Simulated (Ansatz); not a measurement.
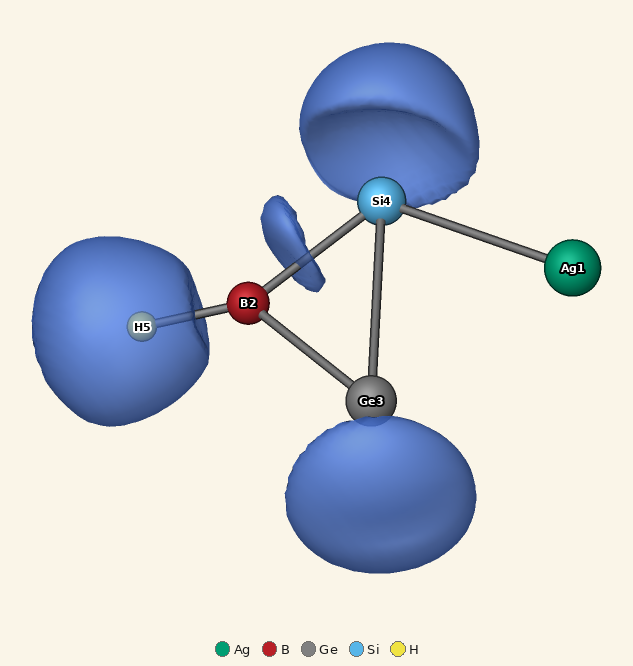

Figure 1: AgBGeHSi (doublet). Isosurface of the electron localisation function at 0.85 (blue), seen at an oblique angle. Core shells and regions of very low density are left out.

Geometry: B3LYP-D3(BJ)/def2-SVP; core potentials replace the inner electrons of Ag.

The calculation used isolated molecule in a Gaussian basis; Kohn-Sham density functional theory, functional PBE0 in Ansatz.

```yaml
atoms:
  - { symbol: Ag, position_ang: [-0.4629, -1.2463, 1.1568] }
  - { symbol: B, position_ang: [1.0266, 1.2830, -0.9901] }
  - { symbol: Ge, position_ang: [0.0642, 1.3492, 0.8309] }
  - { symbol: Si, position_ang: [0.7267, -0.5654, -0.9015] }
  - { symbol: H, position_ang: [1.4730, 2.2199, -1.5863] }
```

Describe the localisation domains.

The ELF exceeds this value in one region between bonded B–Si atoms (shared pairs), one region around a hydrogen nucleus, one lobe on Ge, pointing away from the bonds (non-bonding electrons) and one lobe on Si, pointing away from the bonds (non-bonding electrons).

Values along the shortest contacts:
Si–B (1.87 Å): the ELF peaks at about 0.90 between the atoms: a shared electron pair. Ge–B (2.06 Å): the ELF peaks at about 0.80 between the atoms: a shared electron pair.
